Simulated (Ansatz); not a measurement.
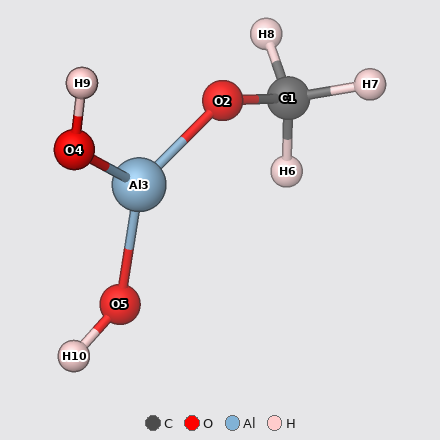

The system is CH5AlO3, SMILES C[O][Al]([OH])[OH]; the picture shows the reference structure. First axis: angle C1–O2–Al3. Second axis: dihedral C1–O2–Al3–O4. Nothing is relaxed (all other coordinates rigid). The grid has 7 × 8 points. Energies: kcal/mol, counted from the lowest grid point. Energies and slopes of some neighbouring points disagree (a jump in structure or state, or too coarse a mesh). Theory: RKS B3LYP-D4/def2-SVP in Ansatz 0.2.0.

Its coordinates:

```xyz
10

C    -0.6784    1.0403    1.3700
O    -0.3949   -0.1523    0.6988
Al    0.3676   -0.6398   -0.7282
O     0.4601   -2.2878   -1.1256
O     1.0406    0.5252   -1.7626
H    -0.3066    1.9348    0.8353
H    -0.2214    1.0385    2.3771
H    -1.7694    1.1610    1.5056
H     0.0977   -2.9910   -0.5795
H     1.4877    0.3200   -2.5881
```

Range: angle C1–O2–Al3 from 103.0 to 173.0°; dihedral C1–O2–Al3–O4 from −180 to 135°.

### What landscape does the calculation give?

The lowest grid point is at angle C1–O2–Al3 = 138.0°, dihedral C1–O2–Al3–O4 = −180°. Other grid points that lie below all their neighbours: angle C1–O2–Al3 = 138.0°, dihedral C1–O2–Al3–O4 = 0° (1.9 kcal/mol higher). The highest grid point, angle C1–O2–Al3 = 103.0°, dihedral C1–O2–Al3–O4 = 0°, lies 16.0 kcal/mol above the lowest.

```
dihedral C1–O2–Al3–O4 ↓, angle C1–O2–Al3 →  103.0  114.7  126.3  138.0  149.7  161.3  173.0
                                       135    9.0    4.4    2.1    1.2    1.2    1.6    2.2
                                        90    9.7    6.4    4.1    2.8    2.3    2.3    2.4
                                        45   10.5    5.7    3.5    2.6    2.4    2.4    2.5
                                         0   16.0    5.7    2.6    1.9    2.0    2.4    2.5
                                       −45   10.5    5.7    3.5    2.6    2.4    2.4    2.5
                                       −90    9.7    6.4    4.1    2.8    2.3    2.3    2.4
                                      −135    9.0    4.4    2.1    1.2    1.2    1.6    2.2
                                      −180   10.0    3.1    0.6    0.0    0.4    1.2    2.0
```

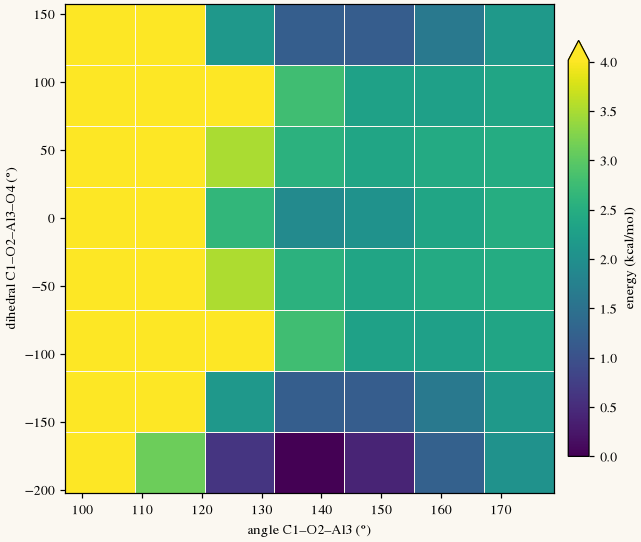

In the figure: one coloured cell a grid point, one colour for all values above the top of the scale.

The whole map (56 points run) took 13 min on 1 thread of Intel(R) Xeon(R) Processor @ 2.50GHz (Skylake/Cascade Lake), on a shared host.
